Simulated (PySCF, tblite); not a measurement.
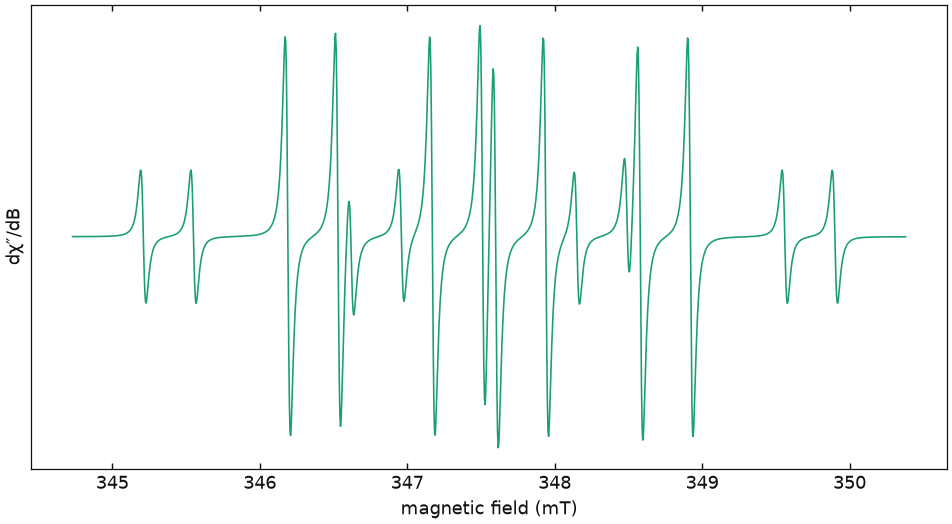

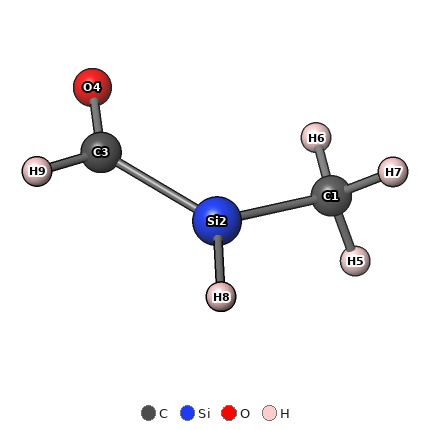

First-order isotropic EPR spectrum (fast tumbling, first derivative) of C₂H₅OSi, SMILES C[SiH]C=O, doublet at 9.75 GHz, Lorentzian lines of 0.06 mT full width at half height, from computed g and hyperfine couplings (B3LYP/pcH-1 with PySCF, at a GFN2-xTB geometry (a minimum by its frequencies), gas phase); values of one conformer, averaged over methyl-type rotors alone; other conformers aren't averaged in; no vibrational averaging; dilute isotopes left out. The SMILES is one Lewis form and needn't show where the spin sits.

> Which couplings does the calculation give? The spectrum shows the sizes of those above the line width, not their signs.

```tsv
nuclei	isotope	a (mT)	a (MHz)
H8	¹H	−1.41	−39.7
H5, H6, H7	¹H	0.98	27.5
H9	¹H	−0.34	−9.6
```

> What is the g value, and how wide is the spectrum?

g_iso = 2.0043, which centres the spectrum at 347.6 mT; it spans 4.7 mT.

Caveats: the tight-binding geometry is rougher than a DFT one and adds to the error.
